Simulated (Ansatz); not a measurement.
# HSi: rigid scan of one bond length in Python

How does the energy of HSi change as one bond is stretched? Aim: a rigid scan of one bond length, for HSi, run from a script.

Program: the Python package of Ansatz 0.2.0. Level of theory: CCSD(T)/cc-pVDZ. These are calculated values, not measurements.

### 1 The structure

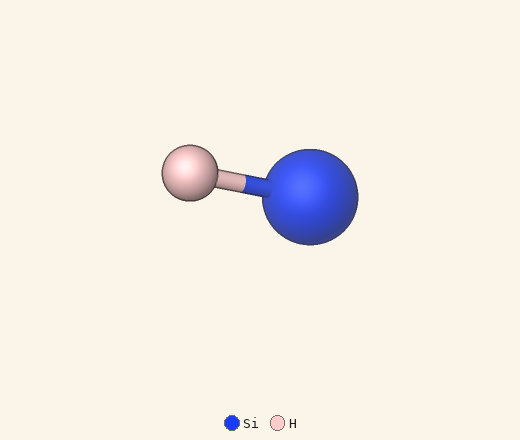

The starting structure, viewed from a chosen angle; silicon blue, hydrogen pink.

The script reads hsi.xyz:

```xyz
2

Si    0.00000    0.00000    0.00000
H     0.00000    0.00000    1.43500
```

### 2 Script

The input, run_scan.py:

```python
"""Potential curve of HSi along one bond."""

import ansatz as az
from ase.data import atomic_masses, atomic_numbers
import numpy as np

system = az.Crystal.molecule_from_extxyz("hsi.xyz")

symbols = [site.symbol for site in system.cartesian_sites]
start = np.array([site.position_ang for site in system.cartesian_sites])
axis = (start[1] - start[0]) / np.linalg.norm(start[1] - start[0])
moving = [1]
lengths, energies = [1.263, 1.32, 1.378, 1.435, 1.492, 1.55, 1.607, 1.693], []
for length in lengths:
    xyz = start.copy()
    xyz[moving] += (length - np.linalg.norm(start[1] - start[0])) * axis
    point = az.Crystal.molecule()
    for symbol, place in zip(symbols, xyz):
        point = point.atom(symbol, place.tolist())
    setup = point.calculation()
    setup = setup.basis(gaussian="cc-pVDZ").correlation("ccsd_t")
    setup = setup.spin("collinear", total=1)
    report = setup.run(threads=1, pin="off").report
    energies.append(report["free_energy_ev"])
    print(f"r = {length:6.3f} A  E = {energies[-1]:.5f} eV  <S^2> = {abs(report['mean_field']['state']['spin_squared']):.3f}")

# quartic fit about the minimum
fit = np.polynomial.Polynomial.fit(lengths, np.array(energies) - min(energies), 4).convert()
roots = [r.real for r in fit.deriv().roots() if abs(r.imag) < 1e-9 and fit.deriv(2)(r.real) > 0]
r_e = min(roots, key=lambda r: abs(r - lengths[int(np.argmin(energies))]))
print(f"minimum of the fit at {r_e:.4f} A, force constant {fit.deriv(2)(r_e):.2f} eV/A^2")
m1, m2 = (atomic_masses[atomic_numbers[s]] for s in symbols)
mu = m1 * m2 / (m1 + m2)
print(f"harmonic wavenumber {521.4709 * np.sqrt(fit.deriv(2)(r_e) / mu):.0f} 1/cm, rotational constant {16.857629 / (mu * r_e ** 2):.4f} 1/cm")
```

### 3 What the engine is handed

The engine receives this input (first run):

```yaml
crystal:
  periodic: [false, false, false]
  atoms:
    - { symbol: Si, position_ang: [0.0, 0.0, 0.0] }
    - { symbol: H, position_ang: [0.0, 0.0, 1.263] }
basis:
  gaussian:
    orbitals: cc-pVDZ
magnetization:
  spin_polarized: true
  initial_magnetization: 1.0
correlation:
  method: ccsd_t
```

### 4 Launch

Launch:

```sh
python run_scan.py
```

Log:

```text
r =  1.263 A  E = -7877.38359 eV  <S^2> = 0.766
r =  1.320 A  E = -7877.74898 eV  <S^2> = 0.766
r =  1.378 A  E = -7877.99912 eV  <S^2> = 0.766
r =  1.435 A  E = -7878.15005 eV  <S^2> = 0.766
r =  1.492 A  E = -7878.22649 eV  <S^2> = 0.766
r =  1.550 A  E = -7878.24411 eV  <S^2> = 0.766
r =  1.607 A  E = -7878.21531 eV  <S^2> = 0.766
r =  1.693 A  E = -7878.10809 eV  <S^2> = 0.766
minimum of the fit at 1.5404 A, force constant 14.41 eV/A^2
harmonic wavenumber 2007 1/cm, rotational constant 7.3006 1/cm
```

Wall time 6.6 s (1 thread of Arm Neoverse N1, shared host); peak memory 0.15 GiB.

### 5 What changed from run to run

The engine's inputs for some of the other runs:

Run 4, against run 1:

```diff
@@ -5 +5 @@
-    - { symbol: H, position_ang: [0.0, 0.0, 1.263] }
+    - { symbol: H, position_ang: [0.0, 0.0, 1.435] }
```

Run 5, against run 1:

```diff
@@ -5 +5 @@
-    - { symbol: H, position_ang: [0.0, 0.0, 1.263] }
+    - { symbol: H, position_ang: [0.0, 0.0, 1.492] }
```

Run 7, against run 1:

```diff
@@ -5 +5 @@
-    - { symbol: H, position_ang: [0.0, 0.0, 1.263] }
+    - { symbol: H, position_ang: [0.0, 0.0, 1.607] }
```

### 6 Run by run

The 8 runs, in the order started:

| run | distance (Å) | energy from run 6 (eV) | <S²> | iterations in all | CPU time (s) |
| --- | --- | --- | --- | --- | --- |
| 1 | 1.26 | 0.8605 | 0.77 | 240 | 0.89 |
| 2 | 1.32 | 0.4951 | 0.77 | 236 | 0.85 |
| 3 | 1.38 | 0.2450 | 0.77 | 233 | 0.85 |
| 4 | 1.44 | 0.0941 | 0.77 | 217 | 0.8 |
| 5 | 1.49 | 0.0176 | 0.77 | 137 | 0.61 |
| 6 | 1.55 | 0.0000 | 0.77 | 139 | 0.61 |
| 7 | 1.61 | 0.0288 | 0.77 | 124 | 0.6 |
| 8 | 1.69 | 0.1360 | 0.77 | 124 | 0.59 |

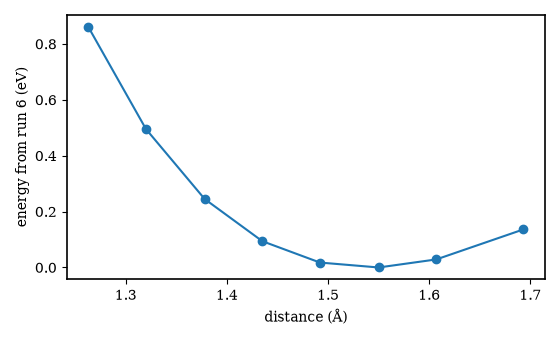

Energy against distance; lines join the points.

### 7 Summary of results

| quantity | value |
| --- | --- |
| bond length at the fit's minimum | 1.5404 Å |
| runs compared | 8 |
| range of energy | 0.861 eV |
| lowest point, distance (Å) | 1.55 |

The lowest point is at 1.550 Å. At the shortest distance (1.26 Å) the energy is 0.86 eV higher, at the longest (1.69 Å) 0.14 eV. What to keep in mind:
- The basis set is modest, and single-reference methods fail as a bond breaks.
- The species is open-shell (spin multiplicity 2).
